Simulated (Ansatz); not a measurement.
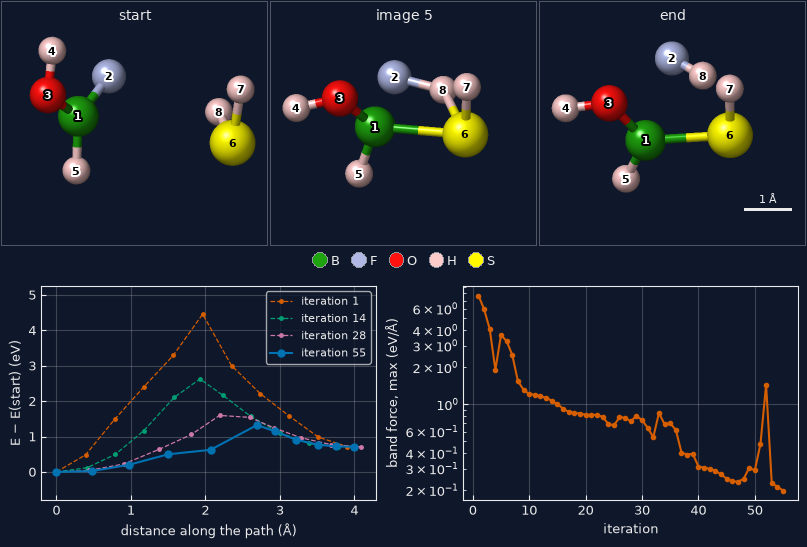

A search for the minimum-energy path of BH$_{4}$SOF, made up at the start of BH2OF and H₂S by the nudged elastic band. Images are numbered from 0 (start) to 10 (end). The plot follows the band through its iterations. A ball-and-stick model, seen from a free direction.

All numbers below come from RKS PBE0/def2-SVP in Ansatz. Settings: 9 movable images; climbing image; force threshold 0.03 eV/Å; iteration limit 55; optimiser FIRE; starting path through a guess of the saddle point.

**Judge this run.**

The result isn't final. The band hadn't converged when the run stopped after 55 iterations. The largest component of the band force went from 7.7 to 0.2 eV/Å. The barrier read from it is provisional, though the highest image hardly moved in the last two iterations. The first iteration put the highest image at 4.46 eV. The energy climbs by 1.32 eV to image 5 and then falls by 0.61 eV, so the end point sits at +0.71 eV.

Limits of the set-up: the start holds two separate molecules, 2.5 Å apart at their closest, whose relative position is a soft coordinate and is computed without a dispersion correction.

Cost: 15 min on 1 thread of AMD EPYC 7R43 64-Core Processor (Zen 3), with other jobs on the host, peak memory 0.17 GiB.
